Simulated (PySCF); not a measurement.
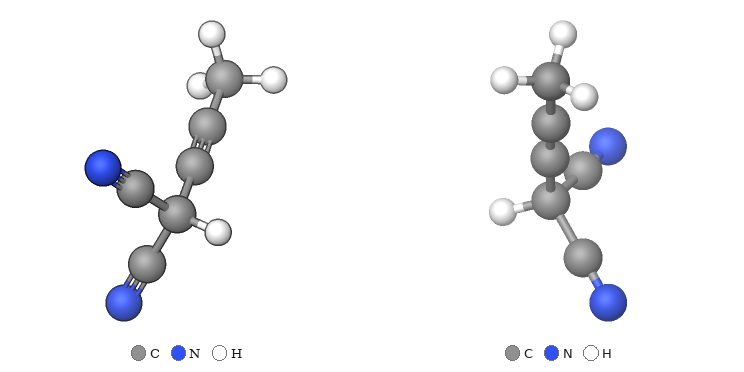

The same structure drawn twice, from different directions.

Computed geometry: GFN2-xTB optimisation. No frequency run is at hand to confirm it as a minimum.

Which formula does it have?

Answer. C6H4N2, 12 atoms: 6 carbon, 4 hydrogen and 2 nitrogen.

Name some functional groups or characteristic bonds that it holds.

Answer. Among them: nitrile, alkyne.

More results for the same structure follow; atom numbers are the same in all pictures, views and colours differ.

## Geometry

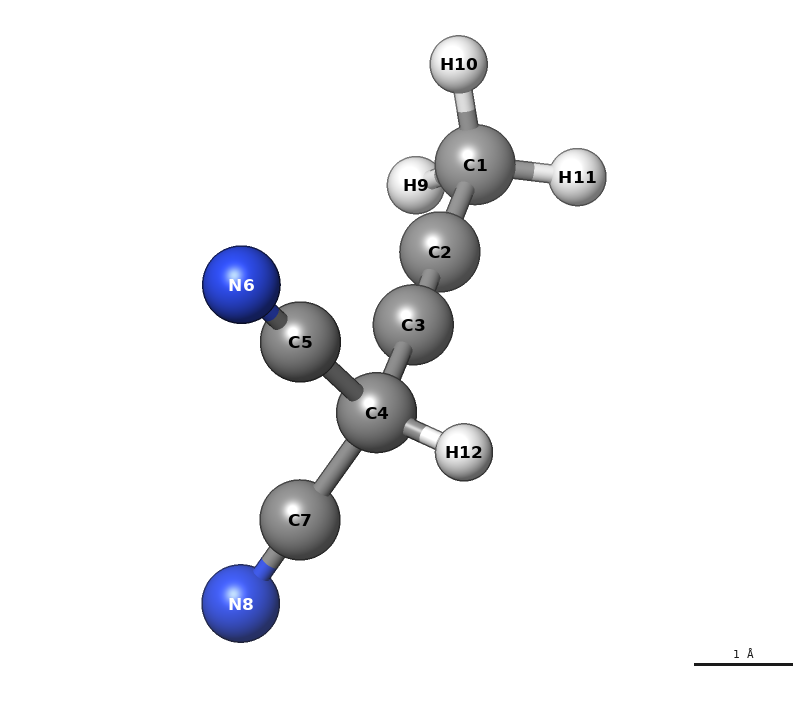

The atoms are numbered. No frequency run is at hand to confirm it as a minimum.

Give the bond lengths.

```csv
bond,length (Å),order
C1–C2,1.442,single
C1–H9,1.089,single
C1–H10,1.089,single
C1–H11,1.089,single
C2–C3,1.198,triple
C3–C4,1.461,single
C4–C5,1.454,single
C4–C7,1.454,single
C4–H12,1.101,single
C5–N6,1.141,triple
C7–N8,1.141,triple
```

## Polarisability

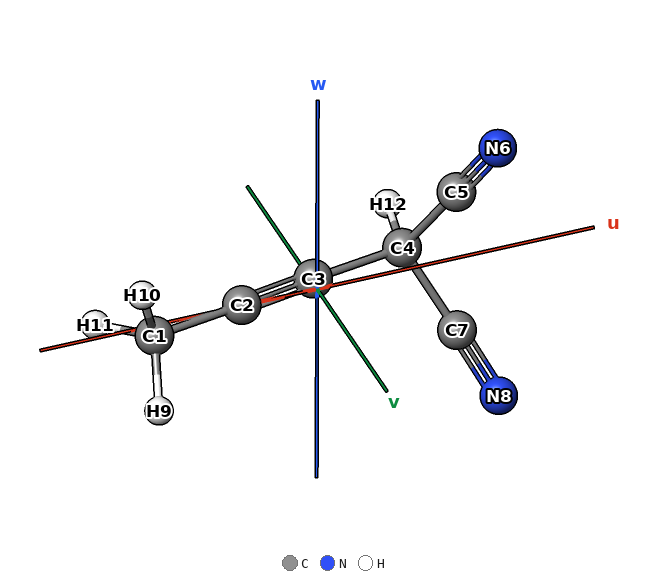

The lines u, v and w are the principal axes of the static dipole polarisability. No frequency run is at hand to confirm it as a minimum. Method: PBE0/def2-SVPD (PySCF 2.14.0).

Along which axis is the molecule most polarisable, and along which least?

Answer. Most along u (nearly parallel to the C3–C4 bond), least along v.

Give the three principal values.

Answer. u 95.4, v 55.1, w 73.2 bohr³; mean 74.6, anisotropy 35.0 bohr³.

## NMR shielding

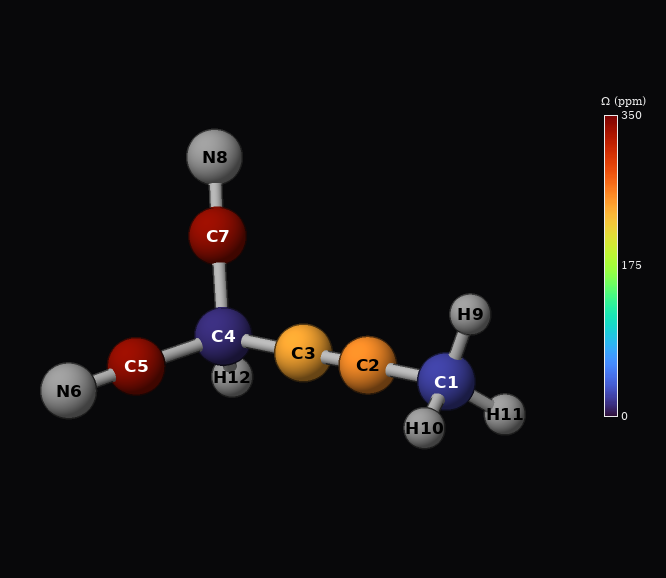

The C atoms are coloured by the span of their shielding tensor. No frequency run is at hand to confirm it as a minimum. Level of theory: GIAO PBE0/pcSseg-1 NMR shielding, non-relativistic, gas phase (PySCF 2.14.0). Principal shieldings σ11 ≤ σ22 ≤ σ33, span Ω = σ33 − σ11, skew κ = 3(σiso − σ22)/Ω.

Which C atom has the most anisotropic shielding?

Answer. C5, C7, with a span of 336 ppm.

Give the shielding tensors of the C atoms.

```json
{"atom": "C1", "σ11": "174.5", "σ22": "174.9", "σ33": "198.2", "σiso": "182.5", "Ω": "23.6", "κ": "0.97"}
{"atom": "C2", "σ11": "8.6", "σ22": "9.8", "σ33": "263.3", "σiso": "93.9", "Ω": "254.8", "κ": "0.99"}
{"atom": "C3", "σ11": "35.6", "σ22": "39.4", "σ33": "277.9", "σiso": "117.6", "Ω": "242.3", "κ": "0.97"}
{"atom": "C4", "σ11": "164.7", "σ22": "177.5", "σ33": "178.5", "σiso": "173.6", "Ω": "13.8", "κ": "−0.85"}
{"atom": "C5, C7", "σ11": "−41.6", "σ22": "−36.3", "σ33": "294.5", "σiso": "72.2", "Ω": "336.1", "κ": "0.97"}
```

Shieldings and span in ppm.

## Quadrupole coupling

No frequency run is at hand to confirm it as a minimum. Electric field gradients from the ground-state density, PBE0/pcSseg-1 (PySCF 2.14.0), non-relativistic apart from any core potentials.

Give the largest field-gradient component, the quadrupole coupling constant and the asymmetry for 14N at N6 (Q = 20.44 mb).

```json
{"atom": "N6", "V_zz (a.u.)": "−0.998", "e²qQ/h (MHz)": "−4.79", "η": "0.04"}
```

## Charges

The questions are on Hirshfeld charges. No frequency run is at hand to confirm it as a minimum. Method: PBE0/pcSseg-1, gas phase (PySCF 2.14.0).

Which atom carries the highest charge (most positive or least negative)?

Answer. C5, C7, H12 (0.10 e).

And the lowest?

Answer. N6, N8 (−0.19 e).

List the Hirshfeld charges.

```csv
atom,value (e)
C1,−0.09
C2,−0.01
C3,−0.06
C4,0.04
C5,0.10
N6,−0.19
C7,0.10
N8,−0.19
H9,0.07
H10,0.07
H11,0.07
H12,0.10
```
